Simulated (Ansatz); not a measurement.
# PBE/def2-TZVP run of CH4Si (SMILES C[SiH])

Aim: the electronic atomisation energy of CH4Si at PBE/def2-TZVP, from 4 runs. 

The results are computed with Ansatz 0.2.0.

44 further runs of the same task are left out: 44 set aside as unsound or not needed.

### 1 The molecule

CH4Si: 6 atoms, total charge 0, spin state singlet. As SMILES, `C[SiH]`. The coordinates come from a PBE0-D4/def2-TZVP relaxation.

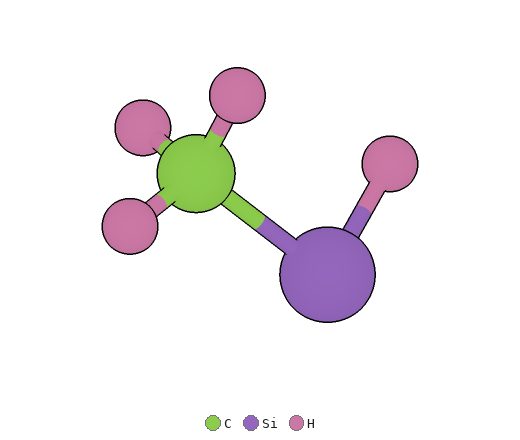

The structure, seen from a chosen angle (carbon green, silicon purple, hydrogen pink).

### 2 The energy at PBE/def2-TZVP

File input.yaml:

```yaml
crystal:
  periodic: [false, false, false]
  atoms:
    - symbol: C
      position_ang: [-0.093500, -0.366000, -0.370300]
    - symbol: Si
      position_ang: [0.917300, 0.209800, 1.122300]
    - symbol: H
      position_ang: [-1.156900, -0.410100, -0.102200]
    - symbol: H
      position_ang: [0.215000, -1.335600, -0.763000]
    - symbol: H
      position_ang: [-0.024000, 0.382000, -1.170800]
    - symbol: H
      position_ang: [0.142200, 1.520000, 1.284000]
basis:
  gaussian: {orbitals: def2-TZVP}
accuracy: high
output: {orbitals: {seedname: orbitals}}
hamiltonian: {xc: pbe}
```

Run with:

```sh
ansatz run input.yaml --threads 1 --pin off --max-ram 3480MiB --events-out events.jsonl --progress --plain --runs-dir runs
```

The log of the run:

```text
Warning: RAYON_NUM_THREADS=1 ignored (pool sized by the plan → 1); use --threads N
Functional definition: PBE
  name "PBE"
  parameter kappa = 0.804
  parameter beta = 0.06672455060314922
  exchange = pbe_x(kappa = kappa, mu = beta*pi^2/3)
  correlation = pbe_c(beta = beta)
1657 factors; integrals over basis functions are off by at most 3.7e-9 eV
mean field evaluation 1: about -8963.6104 eV, gradient 6.3e1 eV
mean field evaluation 2: about -8940.5696 eV, gradient 9.7e1 eV
mean field evaluation 4: about -8972.7750 eV, gradient 4.8e0 eV
mean field evaluation 8: about -8972.8540 eV, gradient 4.3e-2 eV
mean field evaluation 16: about -8972.8540 eV, gradient 1.8e-5 eV
mean field -8972.85400436 eV, -329.7463026415 hartree, gradient 7.5e-9 eV, S^2 0.000000; 0 other end points of the search recorded, 0 dependent functions left out
reference -8972.85400743 eV, -329.7463027540 hartree; 12, 12 occupied and 80, 80 virtual orbitals, 1657 factors
Total energy: -8972.85400743 eV, -329.7463027540 hartree
```

Run time: 4.5 s. Hardware: 1 thread of Arm Neoverse V2, shared host; peak memory 0.19 GiB.

### 3 The C atom, same level

File run.yaml:

```yaml
crystal:
  periodic: [false, false, false]
  atoms:
    - {symbol: C, position_ang: [0.000000, 0.000000, 0.000000]}
basis:
  gaussian: {orbitals: def2-TZVP}
magnetization: {spin_polarized: true, initial_magnetization: 2}
hamiltonian: {xc: pbe}
accuracy: high
```

Run the same way, it converges to -37.79597 Eh (log not shown).

### 4 The H atom

File input.yaml:

```yaml
basis:
  gaussian:
    orbitals: def2-TZVP
crystal:
  periodic: [false, false, false]
  atoms:
    - symbol: H
      position_ang: [0.000000, 0.000000, 0.000000]
magnetization:
  spin_polarized: true
  initial_magnetization: 1
hamiltonian:
  xc: pbe
accuracy: high
```

Run with:

```sh
ansatz run input.yaml --threads 1 --pin off --max-ram 3480MiB --events-out events.jsonl --progress --plain --runs-dir runs
```

The log of the run (excerpt; [...] marks lines left out):

```text
Warning: RAYON_NUM_THREADS=1 ignored (pool sized by the plan → 1); use --threads N
[... 6 set-up lines as earlier in the session ...]
21 factors; integrals over basis functions are off by at most 4.9e-8 eV
mean field evaluation 1: about -13.5916 eV, gradient 5.5e-1 eV
mean field evaluation 2: about -13.5959 eV, gradient 8.6e-2 eV
mean field evaluation 4: about -13.5952 eV, gradient 3.1e-3 eV
mean field evaluation 8: about -13.5952 eV, gradient 1.4e-6 eV
mean field -13.59523232 eV, -0.4996155727 hartree, gradient 7.3e-9 eV, S^2 0.750000; 0 other end points of the search recorded, 0 dependent functions left out
reference -13.59523475 eV, -0.4996156620 hartree; 1, 0 occupied and 5, 6 virtual orbitals, 21 factors
Total energy: -13.59523475 eV, -0.4996156620 hartree
```

Run time: 0.12 s. Hardware: 1 thread of Arm Neoverse V2, shared host.

### 5 The Si atom, same level

File input.yaml:

```yaml
crystal:
  periodic: [false, false, false]
  atoms:
    - {symbol: Si, position_ang: [0.000000, 0.000000, 0.000000]}
basis:
  gaussian:
    orbitals: def2-TZVP
magnetization:
  spin_polarized: true
  initial_magnetization: 2
accuracy: high
hamiltonian:
  xc: {name: PBE}
```

Run the same way, it converges to -289.22285 Eh (log not shown).

### 6 Results

Level: PBE/def2-TZVP.

```
                     quantity          value
       molecule: total energy  -329.74630 Eh
        molecule: HOMO energy       -5.26 eV
        molecule: LUMO energy       -3.41 eV
      molecule: HOMO–LUMO gap        1.85 eV
         C atom: total energy   -37.79597 Eh
                 C atom: ⟨S²⟩          2.003
         H atom: total energy    -0.49962 Eh
                 H atom: ⟨S²⟩          0.750
        Si atom: total energy  -289.22285 Eh
                Si atom: ⟨S²⟩          2.004
electronic atomisation energy      19.838 eV
```

What this shows: Taking the molecule apart into free atoms costs 19.84 eV (457 kcal/mol), before zero-point energy and without spin-orbit coupling.
